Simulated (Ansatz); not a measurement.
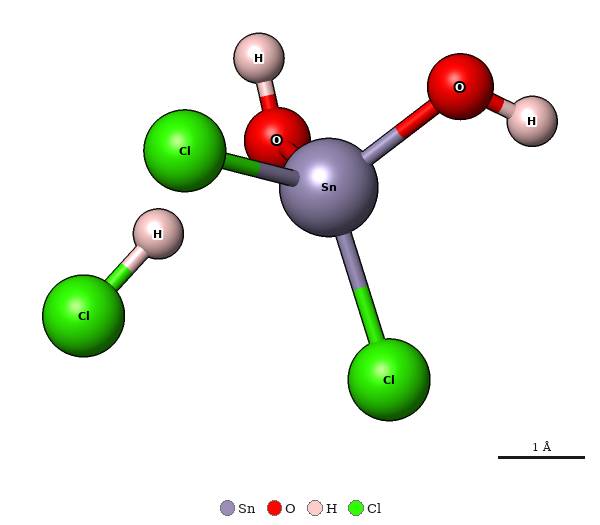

**Figure 1.** The input geometry (ball-and-stick view, seen at a tilt). Sticks mark near contacts. Bond lengths as drawn: Cl–H 1.33 Å, Cl–Sn 2.35 to 2.36 Å, H–O 0.98 Å and O–Sn 2.00 to 2.03 Å.

## Run report: SnH₃Cl₃O₂, nudged elastic band (part 1 of 2)

SnH₃Cl₃O₂, computed with RKS BLYP-D4/def2-SVP (Ansatz 0.2.0).

The run did not end well. It belongs to a series of runs on one base structure; here: band between the two ends.

## The input
```yaml
crystal:
  periodic: [false, false, false]
  atoms:
    - { symbol: Sn, position_ang: [-0.198434, -0.106899, 0.002848] }
    - { symbol: O, position_ang: [0.012752, 0.067054, 2.018606] }
    - { symbol: H, position_ang: [-0.8696, 0.140178, 2.443627] }
    - { symbol: Cl, position_ang: [1.960487, -0.510058, -0.850459] }
    - { symbol: Cl, position_ang: [-1.324392, 1.753338, -0.900715] }
    - { symbol: O, position_ang: [-1.394699, -1.672281, -0.356053] }
    - { symbol: H, position_ang: [-0.850651, -2.488049, -0.409416] }
    - { symbol: Cl, position_ang: [1.727202, 2.565041, 1.67578] }
    - { symbol: H, position_ang: [1.023534, 1.528573, 2.119884] }
basis:
  gaussian: { orbitals: def2-SVP }
hamiltonian:
  xc: blyp
  dispersion: d4
neb:
  order_check: false
  images: 5
  f_tol: 0.03
  max_iterations: 60
  final_atoms:
    - { symbol: Sn, position_ang: [0.49778968, 0.16663269, -0.28037568] }
    - { symbol: O, position_ang: [-0.78350674, 0.1476174, 2.14373087] }
    - { symbol: H, position_ang: [-1.42797803, 0.85599253, 1.93003395] }
    - { symbol: Cl, position_ang: [1.58245222, 0.02411261, -2.37956088] }
    - { symbol: Cl, position_ang: [-1.27897029, 1.74785956, -0.58233161] }
    - { symbol: O, position_ang: [-0.05231057, -1.71457171, 0.0911347] }
    - { symbol: H, position_ang: [-0.49940995, -1.66523384, 0.96696618] }
    - { symbol: Cl, position_ang: [2.11867275, 1.11076842, 1.2139664] }
    - { symbol: H, position_ang: [-0.07054008, 0.60371935, 2.64053807] }
  initial_path:
    images:
      - { positions_ang: [[-0.198434, -0.106899, 0.002848], [0.012752, 0.067054, 2.018606], [-0.8696, 0.140178, 2.443627], [1.960487, -0.510058, -0.850459], [-1.324392, 1.753338, -0.900715], [-1.394699, -1.672281, -0.356053], [-0.850651, -2.488049, -0.409416], [1.727202, 2.565041, 1.67578], [1.023534, 1.528573, 2.119884]] }
      - { positions_ang: [[-0.13039805, -0.07662768, 0.00314182], [0.00306292, 0.05883184, 2.11669887], [-0.88965881, 0.01744138, 2.51183701], [2.06892494, -0.35413434, -0.82586866], [-1.25498137, 1.8130606, -0.88683974], [-1.23506543, -1.65788627, -0.44308178], [-1.02678312, -2.34997152, -0.21881295], [1.62641508, 2.42485004, 1.38963553], [0.92468284, 1.40133295, 2.09739191]] }
      - { positions_ang: [[-0.0623621, -0.04635637, 0.00343565], [-0.00662616, 0.05060968, 2.21479174], [-0.90971762, -0.10529524, 2.58004701], [2.17736289, -0.19821067, -0.80127832], [-1.18557074, 1.8727832, -0.87296448], [-1.07543186, -1.64349153, -0.53011056], [-1.20291524, -2.21189403, -0.02820989], [1.52562816, 2.28465907, 1.10349105], [0.82583168, 1.27409291, 2.07489982]] }
      - { positions_ang: [[0.00567385, -0.01608505, 0.00372947], [-0.01631525, 0.04238752, 2.3128846], [-0.92977643, -0.22803186, 2.64825702], [2.28580083, -0.04228701, -0.77668798], [-1.11616011, 1.93250579, -0.85908923], [-0.91579829, -1.6290968, -0.61713934], [-1.37904737, -2.07381655, 0.16239316], [1.42484123, 2.14446811, 0.81734658], [0.72698052, 1.14685286, 2.05240773]] }
      - { positions_ang: [[0.16971246, 0.04482086, -0.09097225], [-0.27204574, 0.07746414, 2.25650003], [-1.09584363, 0.1333096, 2.40884933], [2.0513513, -0.0201538, -1.31097895], [-1.17043017, 1.87095705, -0.76683669], [-0.62796905, -1.65758844, -0.38104799], [-1.08583489, -1.93762231, 0.43058417], [1.6561184, 1.79990155, 0.94955318], [0.46114032, 0.96580836, 2.24845117]] }
      - { positions_ang: [[0.33375107, 0.10572678, -0.18567396], [-0.52777624, 0.11254077, 2.20011545], [-1.26191083, 0.49465106, 2.16944164], [1.81690176, 0.0019794, -1.84526991], [-1.22470023, 1.8094083, -0.67458415], [-0.34013981, -1.68608008, -0.14495665], [-0.79262242, -1.80142808, 0.69877517], [1.88739558, 1.45533499, 1.08175979], [0.19530012, 0.78476385, 2.44449462]] }
      - { positions_ang: [[0.49778968, 0.16663269, -0.28037568], [-0.78350674, 0.1476174, 2.14373087], [-1.42797803, 0.85599253, 1.93003395], [1.58245222, 0.02411261, -2.37956088], [-1.27897029, 1.74785956, -0.58233161], [-0.05231057, -1.71457171, 0.0911347], [-0.49940995, -1.66523384, 0.96696618], [2.11867275, 1.11076842, 1.2139664], [-0.07054008, 0.60371935, 2.64053807]] }
```

Launched with:
```bash
ansatz run input.yaml --threads 4 --pin off --max-ram 5120MiB --backend cpu --events-out ev --progress --plain --runs-dir out
```

## The program's output
```
Engine: ansatz 0.2.0, aarch64-unknown-linux-gnu
Functional definition: BLYP
  parameter beta = 0.0042
  parameter a = 0.04918
  parameter b = 0.132
  parameter c = 0.2533
  parameter d = 0.349
  exchange = b88_x(beta = beta)
  correlation = lyp_c(a = a, b = b, c = c, d = d)
1336 factors; their error is unknown
mean field evaluation 1: about -47514.8007 eV, gradient 8.3e1 eV
mean field evaluation 2: about -47371.5757 eV, gradient 2.3e2 eV
mean field evaluation 4: about -47525.7373 eV, gradient 3.0e1 eV
mean field evaluation 8: about -47527.8594 eV, gradient 1.7e-1 eV
mean field evaluation 16: about -47527.8103 eV, gradient 5.3e-4 eV
mean field -47527.81032915 eV, -1746.6148140894 hartree, gradient 2.6e-5 eV, S^2 0.000000; 0 other end points of the search recorded, 0 dependent functions left out
the calculation of the forces begins
reference -47527.81070044 eV, -1746.6148277342 hartree; 46, 46 occupied and 77, 77 virtual orbitals, 1336 factors
1336 factors; their error is unknown
mean field evaluation 32: about -47528.7210 eV, gradient 2.2e-2 eV
mean field -47528.72102254 eV, -1746.6482814541 hartree, gradient 1.3e-5 eV, S^2 0.000000; 0 other end points of the search recorded, 0 dependent functions left out
[... from here on the field's lines of each further geometry are left out, up to the last ...]
NEB iter   1: max|band force component| = 2.241e1 eV/Å  barrier→ = 2.5555 eV  barrier← = 3.4986 eV  Δτ_max = 0.1994 Å  (225 SCF iters)
NEB iter   2: max|band force component| = 2.013e0 eV/Å  barrier→ = 1.0385 eV  barrier← = 1.9816 eV  Δτ_max = 0.2000 Å  (170 SCF iters)
NEB iter   3: max|band force component| = 1.552e0 eV/Å  barrier→ = 0.4703 eV  barrier← = 1.4134 eV  Δτ_max = 0.2000 Å  (158 SCF iters)
NEB iter   4: max|band force component| = 2.697e0 eV/Å  barrier→ = 0.2082 eV  barrier← = 1.1513 eV  Δτ_max = 0.0992 Å  (161 SCF iters)
NEB iter   5: max|band force component| = 8.713e-1 eV/Å  barrier→ = 0.1903 eV  barrier← = 1.1334 eV  Δτ_max = 0.1948 Å  (146 SCF iters)
NEB iter   6: max|band force component| = 9.753e-1 eV/Å  barrier→ = 0.1841 eV  barrier← = 1.1272 eV  Δτ_max = 0.0987 Å  (156 SCF iters)
NEB iter   7: max|band force component| = 5.095e-1 eV/Å  barrier→ = 0.1753 eV  barrier← = 1.1185 eV  Δτ_max = 0.1000 Å  (145 SCF iters)
NEB iter   8: max|band force component| = 2.869e-1 eV/Å  barrier→ = 0.1551 eV  barrier← = 1.0982 eV  CI = image 2  Δτ_max = 0.0973 Å  (144 SCF iters)
NEB iter   9: max|band force component| = 1.307e-1 eV/Å  barrier→ = 0.1602 eV  barrier← = 1.1034 eV  CI = image 2  Δτ_max = 0.1916 Å  (146 SCF iters)
NEB iter  10: max|band force component| = 2.664e-1 eV/Å  barrier→ = 0.1464 eV  barrier← = 1.0896 eV  CI = image 2  Δτ_max = 0.1011 Å  (154 SCF iters)
NEB iter  11: max|band force component| = 3.141e-1 eV/Å  barrier→ = 0.1352 eV  barrier← = 1.0783 eV  CI = image 2  Δτ_max = 0.0505 Å  (147 SCF iters)
NEB iter  12: max|band force component| = 2.730e-1 eV/Å  barrier→ = 0.1295 eV  barrier← = 1.0727 eV  CI = image 2  Δτ_max = 0.0504 Å  (145 SCF iters)
NEB iter  13: max|band force component| = 1.465e-1 eV/Å  barrier→ = 0.1241 eV  barrier← = 1.0673 eV  CI = image 2  Δτ_max = 0.0504 Å  (147 SCF iters)
NEB iter  14: max|band force component| = 1.614e-1 eV/Å  barrier→ = 0.1191 eV  barrier← = 1.0622 eV  CI = image 2  Δτ_max = 0.0251 Å  (144 SCF iters)
NEB iter  15: max|band force component| = 1.177e-1 eV/Å  barrier→ = 0.1167 eV  barrier← = 1.0599 eV  CI = image 2  Δτ_max = 0.0250 Å  (143 SCF iters)
NEB iter  16: max|band force component| = 1.088e-1 eV/Å  barrier→ = 0.1146 eV  barrier← = 1.0577 eV  CI = image 2  Δτ_max = 0.0250 Å  (143 SCF iters)
NEB iter  17: max|band force component| = 1.036e-1 eV/Å  barrier→ = 0.1125 eV  barrier← = 1.0556 eV  CI = image 2  Δτ_max = 0.0501 Å  (143 SCF iters)
NEB iter  18: max|band force component| = 1.010e-1 eV/Å  barrier→ = 0.1089 eV  barrier← = 1.0520 eV  CI = image 2  Δτ_max = 0.0503 Å  (141 SCF iters)
NEB iter  19: max|band force component| = 1.479e-1 eV/Å  barrier→ = 0.1058 eV  barrier← = 1.0489 eV  CI = image 2  Δτ_max = 0.0251 Å  (141 SCF iters)
NEB iter  20: max|band force component| = 7.348e-2 eV/Å  barrier→ = 0.1045 eV  barrier← = 1.0477 eV  CI = image 2  Δτ_max = 0.0500 Å  (138 SCF iters)
NEB iter  21: max|band force component| = 7.517e-2 eV/Å  barrier→ = 0.1024 eV  barrier← = 1.0456 eV  CI = image 2  Δτ_max = 0.0251 Å  (141 SCF iters)
NEB iter  22: max|band force component| = 5.963e-2 eV/Å  barrier→ = 0.1016 eV  barrier← = 1.0447 eV  CI = image 2  Δτ_max = 0.0251 Å  (140 SCF iters)
NEB iter  23: max|band force component| = 5.367e-2 eV/Å  barrier→ = 0.1009 eV  barrier← = 1.0440 eV  CI = image 2  Δτ_max = 0.0501 Å  (136 SCF iters)
NEB iter  24: max|band force component| = 5.788e-2 eV/Å  barrier→ = 0.0998 eV  barrier← = 1.0429 eV  CI = image 2  Δτ_max = 0.0993 Å  (142 SCF iters)
NEB iter  25: max|band force component| = 8.490e-2 eV/Å  barrier→ = 0.0991 eV  barrier← = 1.0423 eV  CI = image 2  Δτ_max = 0.0496 Å  (148 SCF iters)
NEB iter  26: max|band force component| = 9.847e-2 eV/Å  barrier→ = 0.0988 eV  barrier← = 1.0419 eV  CI = image 2  Δτ_max = 0.0502 Å  (145 SCF iters)
NEB iter  27: max|band force component| = 1.023e-1 eV/Å  barrier→ = 0.0986 eV  barrier← = 1.0418 eV  CI = image 2  Δτ_max = 0.0251 Å  (143 SCF iters)
NEB iter  28: max|band force component| = 1.086e-1 eV/Å  barrier→ = 0.0986 eV  barrier← = 1.0417 eV  CI = image 2  Δτ_max = 0.0250 Å  (140 SCF iters)
NEB iter  29: max|band force component| = 9.611e-2 eV/Å  barrier→ = 0.0985 eV  barrier← = 1.0416 eV  CI = image 2  Δτ_max = 0.0249 Å  (138 SCF iters)
NEB iter  30: max|band force component| = 7.336e-2 eV/Å  barrier→ = 0.0984 eV  barrier← = 1.0416 eV  CI = image 2  Δτ_max = 0.0250 Å  (131 SCF iters)
NEB iter  31: max|band force component| = 8.036e-2 eV/Å  barrier→ = 0.0984 eV  barrier← = 1.0416 eV  CI = image 2  Δτ_max = 0.0252 Å  (132 SCF iters)
NEB iter  32: max|band force component| = 8.626e-2 eV/Å  barrier→ = 0.0984 eV  barrier← = 1.0416 eV  CI = image 2  Δτ_max = 0.0250 Å  (132 SCF iters)
NEB iter  33: max|band force component| = 8.957e-2 eV/Å  barrier→ = 0.0984 eV  barrier← = 1.0416 eV  CI = image 2  Δτ_max = 0.0249 Å  (130 SCF iters)
NEB iter  34: max|band force component| = 8.787e-2 eV/Å  barrier→ = 0.0984 eV  barrier← = 1.0415 eV  CI = image 2  Δτ_max = 0.0250 Å  (131 SCF iters)
NEB iter  35: max|band force component| = 9.199e-2 eV/Å  barrier→ = 0.0984 eV  barrier← = 1.0415 eV  CI = image 2  Δτ_max = 0.0498 Å  (131 SCF iters)
NEB iter  36: max|band force component| = 1.034e-1 eV/Å  barrier→ = 0.0984 eV  barrier← = 1.0415 eV  CI = image 2  Δτ_max = 0.0992 Å  (135 SCF iters)
NEB iter  37: max|band force component| = 1.335e-1 eV/Å  barrier→ = 0.0984 eV  barrier← = 1.0415 eV  CI = image 2  Δτ_max = 0.0987 Å  (138 SCF iters)
NEB iter  38: max|band force component| = 1.326e-1 eV/Å  barrier→ = 0.0984 eV  barrier← = 1.0415 eV  CI = image 2  Δτ_max = 0.1026 Å  (136 SCF iters)
NEB iter  39: max|band force component| = 1.545e-1 eV/Å  barrier→ = 0.0984 eV  barrier← = 1.0415 eV  CI = image 2  Δτ_max = 0.1005 Å  (130 SCF iters)
NEB iter  40: max|band force component| = 1.420e-1 eV/Å  barrier→ = 0.0984 eV  barrier← = 1.0415 eV  CI = image 2  Δτ_max = 0.1010 Å  (128 SCF iters)
NEB iter  41: max|band force component| = 1.731e-1 eV/Å  barrier→ = 0.0984 eV  barrier← = 1.0415 eV  CI = image 2  Δτ_max = 0.0500 Å  (128 SCF iters)
NEB iter  42: max|band force component| = 2.051e-1 eV/Å  barrier→ = 0.0984 eV  barrier← = 1.0415 eV  CI = image 2  Δτ_max = 0.0250 Å  (121 SCF iters)
NEB iter  43: max|band force component| = 1.538e-1 eV/Å  barrier→ = 0.0984 eV  barrier← = 1.0415 eV  CI = image 2  Δτ_max = 0.0249 Å  (120 SCF iters)
NEB iter  44: max|band force component| = 1.156e-1 eV/Å  barrier→ = 0.0984 eV  barrier← = 1.0415 eV  CI = image 2  Δτ_max = 0.0499 Å  (116 SCF iters)
NEB iter  45: max|band force component| = 6.783e-2 eV/Å  barrier→ = 0.0984 eV  barrier← = 1.0415 eV  CI = image 2  Δτ_max = 0.1006 Å  (119 SCF iters)
NEB iter  46: max|band force component| = 1.236e-1 eV/Å  barrier→ = 0.0984 eV  barrier← = 1.0415 eV  CI = image 2  Δτ_max = 0.0501 Å  (127 SCF iters)
NEB iter  47: max|band force component| = 1.686e-1 eV/Å  barrier→ = 0.0984 eV  barrier← = 1.0415 eV  CI = image 2  Δτ_max = 0.0250 Å  (121 SCF iters)
NEB iter  48: max|band force component| = 1.134e-1 eV/Å  barrier→ = 0.0984 eV  barrier← = 1.0415 eV  CI = image 2  Δτ_max = 0.0250 Å  (119 SCF iters)
NEB iter  49: max|band force component| = 8.257e-2 eV/Å  barrier→ = 0.0984 eV  barrier← = 1.0415 eV  CI = image 2  Δτ_max = 0.0250 Å  (120 SCF iters)
NEB iter  50: max|band force component| = 5.651e-2 eV/Å  barrier→ = 0.0984 eV  barrier← = 1.0415 eV  CI = image 2  Δτ_max = 0.0500 Å  (119 SCF iters)
NEB iter  51: max|band force component| = 6.612e-2 eV/Å  barrier→ = 0.0984 eV  barrier← = 1.0415 eV  CI = image 2  Δτ_max = 0.0500 Å  (124 SCF iters)
NEB iter  52: max|band force component| = 6.968e-2 eV/Å  barrier→ = 0.0984 eV  barrier← = 1.0415 eV  CI = image 2  Δτ_max = 0.0500 Å  (123 SCF iters)
NEB iter  53: max|band force component| = 7.535e-2 eV/Å  barrier→ = 0.0984 eV  barrier← = 1.0415 eV  CI = image 2  Δτ_max = 0.0501 Å  (121 SCF iters)
NEB iter  54: max|band force component| = 7.713e-2 eV/Å  barrier→ = 0.0984 eV  barrier← = 1.0415 eV  CI = image 2  Δτ_max = 0.0250 Å  (120 SCF iters)
NEB iter  55: max|band force component| = 6.527e-2 eV/Å  barrier→ = 0.0984 eV  barrier← = 1.0415 eV  CI = image 2  Δτ_max = 0.0251 Å  (122 SCF iters)
NEB iter  56: max|band force component| = 6.107e-2 eV/Å  barrier→ = 0.0984 eV  barrier← = 1.0415 eV  CI = image 2  Δτ_max = 0.0251 Å  (119 SCF iters)
NEB iter  57: max|band force component| = 3.836e-2 eV/Å  barrier→ = 0.0984 eV  barrier← = 1.0415 eV  CI = image 2  Δτ_max = 0.0251 Å  (119 SCF iters)
NEB iter  58: max|band force component| = 7.239e-2 eV/Å  barrier→ = 0.0984 eV  barrier← = 1.0415 eV  CI = image 2  Δτ_max = 0.0125 Å  (120 SCF iters)
NEB iter  59: max|band force component| = 3.543e-2 eV/Å  barrier→ = 0.0984 eV  barrier← = 1.0415 eV  CI = image 2  Δτ_max = 0.0252 Å  (120 SCF iters)
the calculation of the forces begins
reference -47528.72373738 eV, -1746.6483812226 hartree; 46, 46 occupied and 77, 77 virtual orbitals, 1336 factors
these checks for a lower state are left out or cut short: starts, cluster_reference, orbital_swaps, neighbouring_geometries, increment
1336 factors; their error is unknown
mean field evaluation 1888: about -47528.5460 eV, gradient 1.4e-5 eV
mean field -47528.54596953 eV, -1746.6418483748 hartree, gradient 1.4e-5 eV, S^2 0.000000; 0 other end points of the search recorded, 0 dependent functions left out
the calculation of the forces begins
reference -47528.54633406 eV, -1746.6418617708 hartree; 46, 46 occupied and 77, 77 virtual orbitals, 1336 factors
NEB iter  60: max|band force component| = 2.635e-1 eV/Å  barrier→ = 0.0984 eV  barrier← = 1.0415 eV  CI = image 2  Δτ_max = 0.0125 Å  (113 SCF iters)
```
